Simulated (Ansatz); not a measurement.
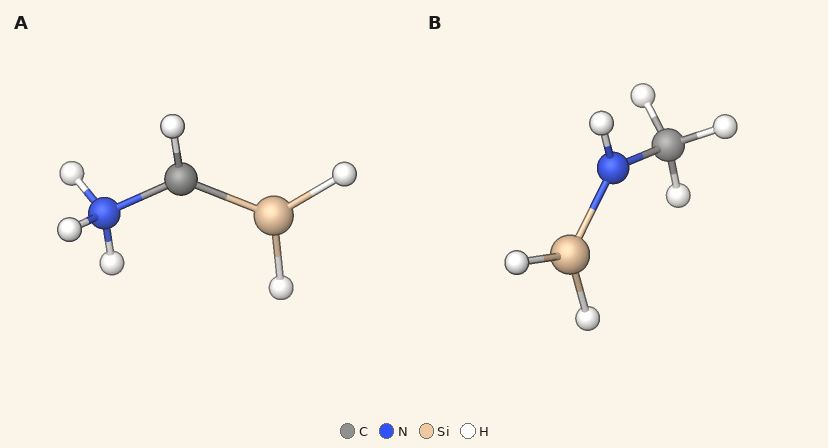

2 stationary structures of one formula. State: charge +1, singlet. Geometries: PBE0-D4/def2-TZVP. Electronic energies: RHF-CCSD(T) (frozen core)/def2-TZVPP (Ansatz 0.2.0), without zero-point energy. No frequency run is at hand to confirm each as a minimum. Each is one conformer, not always the lowest.

Which is lowest in energy, and by how much?

Answer. B is lowest; A lies 1.126 eV above it.

Give E(B) − E(A) in eV at these levels too: RHF-CCSD(T) (frozen core)/def2-TZVPP; PBE0-D4/def2-TZVP; PBE-D4/def2-TZVPP; PBE0-D4/def2-TZVPP; ωB97M-V/def2-TZVPP; B3LYP-D4/def2-TZVPP; r2SCAN-D4/def2-TZVPP.

```csv
level,E(B) − E(A) (eV)
RHF-CCSD(T) (frozen core)/def2-TZVPP,−1.126
PBE0-D4/def2-TZVP,−1.095
PBE-D4/def2-TZVPP,−1.039
PBE0-D4/def2-TZVPP,−1.073
ωB97M-V/def2-TZVPP,−1.141
B3LYP-D4/def2-TZVPP,−1.169
r2SCAN-D4/def2-TZVPP,−1.116
```
